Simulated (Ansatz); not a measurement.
# CF2 (SMILES F[C]F): levels of theory compared

We compute a comparison of 6 runs (B3LYP/STO-3G, SVWN5/STO-3G, r2SCAN/STO-3G, revPBE/STO-3G, MP2/STO-3G, CCSDT(Q)/STO-3G) of CF2. 

The calculation is run with Ansatz 0.2.0.

40 further runs of the same task are left out: 4 that didn't finish, 36 set aside as unsound or not needed.

### 1 The structure to begin with

CF2: 3 atoms, total charge 0, spin state singlet. As SMILES, `F[C]F`. The C2–F1 distance was set to 3.299 Å, away from the relaxed value. At this shape a bond of the SMILES string is far longer than usual.

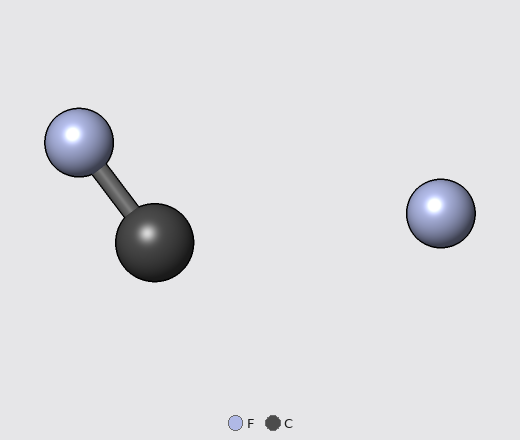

Viewed from a chosen angle; fluorine light blue, carbon dark grey.

### 2 The energy at B3LYP/STO-3G (run 1)

File input.yaml:

```yaml
crystal:
  periodic: [false, false, false]
  atoms:
    - {symbol: F, position_ang: [0.502118, 2.990224, 0.607324]}
    - {symbol: C, position_ang: [0.326820, -0.272180, 0.149730]}
    - {symbol: F, position_ang: [-0.723760, -0.760620, -0.482500]}
basis:
  gaussian:
    orbitals: STO-3G
hamiltonian:
  xc: {name: B3LYP}
accuracy: high
```

Started as:

```bash
$ ansatz run input.yaml --threads 1 --pin off --max-ram 2610MiB --events-out events.jsonl --progress --plain --runs-dir runs
```

The log of the run:

```text
Warning: RAYON_NUM_THREADS=1 ignored (pool sized by the plan → 1); use --threads N
Functional definition: B3LYP
  name "B3LYP"
  parameter a0 = 0.2
  parameter ax = 0.72
  parameter ac = 0.81
  exchange = (1 - a0 - ax)*slater_x + ax*b88_x + a0*exact_x
  correlation = (1 - ac)*vwn_rpa_c + ac*lyp_c
225 factors; integrals over basis functions are off by at most 3.4e-8 eV
mean field evaluation 1: about -6357.9049 eV, gradient 1.3e1 eV
mean field evaluation 2: about -5948.0115 eV, gradient 1.1e1 eV
mean field evaluation 4: about -6357.2338 eV, gradient 1.7e1 eV
mean field evaluation 8: about -6367.1192 eV, gradient 2.0e1 eV
mean field evaluation 16: about -6368.5160 eV, gradient 3.1e-6 eV
mean field evaluation 32: about -6363.5099 eV, gradient 3.1e1 eV
mean field -6368.51601783 eV, -234.0386469202 hartree, gradient 2.2e-8 eV, S^2 0.000000; 4 other end points of the search recorded, 0 dependent functions left out
reference -6368.51603451 eV, -234.0386475331 hartree; 12, 12 occupied and 3, 3 virtual orbitals, 225 factors
Total energy: -6368.51603451 eV, -234.0386475331 hartree
```

Wall time 0.87 s (1 thread of Arm Neoverse V1, shared host).

### 3 A single-point energy at SVWN5/STO-3G (run 2)

File run.yaml:

```yaml
crystal:
  periodic: [false, false, false]
  atoms:
    - {symbol: F, position_ang: [0.502118, 2.990224, 0.607324]}
    - {symbol: C, position_ang: [0.326820, -0.272180, 0.149730]}
    - {symbol: F, position_ang: [-0.723760, -0.760620, -0.482500]}
basis:
  gaussian: {orbitals: STO-3G}
hamiltonian: {xc: {name: SVWN5}}
accuracy: high
```

Started as:

```bash
$ ansatz run run.yaml --threads 1 --pin off --max-ram 2610MiB --events-out events.jsonl --progress --plain --runs-dir runs
```

The log of the run (excerpt; [...] marks lines left out):

```text
Warning: RAYON_NUM_THREADS=1 ignored (pool sized by the plan → 1); use --threads N
Functional definition: SVWN5
  name "SVWN5"
[...]
225 factors; integrals over basis functions are off by at most 3.4e-8 eV
[...]
mean field -6324.45495074 eV, -232.4194325702 hartree, gradient 2.3e-8 eV, S^2 0.000000; 7 other end points of the search recorded, 0 dependent functions left out
reference -6324.45495157 eV, -232.4194326005 hartree; 12, 12 occupied and 3, 3 virtual orbitals, 225 factors
Total energy: -6324.45495157 eV, -232.4194326005 hartree
```

Run time: 2.1 s. Hardware: 1 thread of Arm Neoverse V1, shared host.

Runs 3 to 5 aren't shown in full; the table further down has their settings and results.

### 4 A single-point energy at CCSDT(Q)/STO-3G (run 6)

File input.yaml:

```yaml
crystal:
  periodic: [false, false, false]
  atoms:
    - symbol: F
      position_ang: [0.502118, 2.990224, 0.607324]
    - symbol: C
      position_ang: [0.326820, -0.272180, 0.149730]
    - symbol: F
      position_ang: [-0.723760, -0.760620, -0.482500]
basis:
  gaussian: {orbitals: STO-3G}
correlation: {method: ccsdt_q, frozen_orbitals: {C: 1, F: 1}}
scf: {omitted_lower_state_checks: [cluster_reference, increment]}
accuracy: high
```

Started as:

```bash
$ ansatz run input.yaml --threads 1 --pin off --max-ram 2610MiB --events-out events.jsonl --progress --plain --runs-dir runs
```

The log of the run:

```text
Warning: RAYON_NUM_THREADS=1 ignored (pool sized by the plan → 1); use --threads N
[... 16 lines left out ...]
3 core orbitals not correlated: weight in the atoms' cores, before any rotation towards them, 1.000 or more for the frozen orbitals, at most 0.000 for the correlated occupied ones
[... 138 lines left out ...]
WARN: these amplitudes may be one of several solutions (largest doubles amplitude 1.01, level shift 20.38 eV)
Total energy: -6350.32899840 eV, -233.3702862837 hartree
Checks for a lower state left out: cluster_reference, increment
```

It took 1.1 s on 1 thread of Arm Neoverse V1, shared host.

### 5 Overview of the runs

```
run            level  frozen core orbitals  energy (Eh)  wall time
  1     B3LYP/STO-3G                     –  -234.038648     0.87 s
  2     SVWN5/STO-3G                     –  -232.419433      2.1 s
  3    r2SCAN/STO-3G                     –  -234.015608       11 s
  4    revPBE/STO-3G                     –  -234.051941      3.6 s
  5       MP2/STO-3G                     3  -233.342610     0.24 s
  6  CCSDT(Q)/STO-3G                     3  -233.370286      1.1 s
```

### 6 Summary of results

| quantity | value |
| --- | --- |
| run 6: total energy | -233.37029 Eh |
| run 6: correlation energy (3 core orbitals frozen) | -379.9 mEh |
| run 6: T1 diagnostic | 0.071 |

In words: Totals of different functionals can't be ranked against each other. In runs 5, 6 the log says that unrestricted orbitals would lower the reference, so the values rest on an unstable closed-shell determinant (other closed-shell runs at this shape may share the fault). In runs 1, 2, 3, 4, 5, 6 the basis is minimal, so the values are rough. In runs 1, 2, 3, 4, 5 a closed-shell determinant meets a far-stretched bond, which it describes badly. All runs together took 19 s, the longest 11 s.
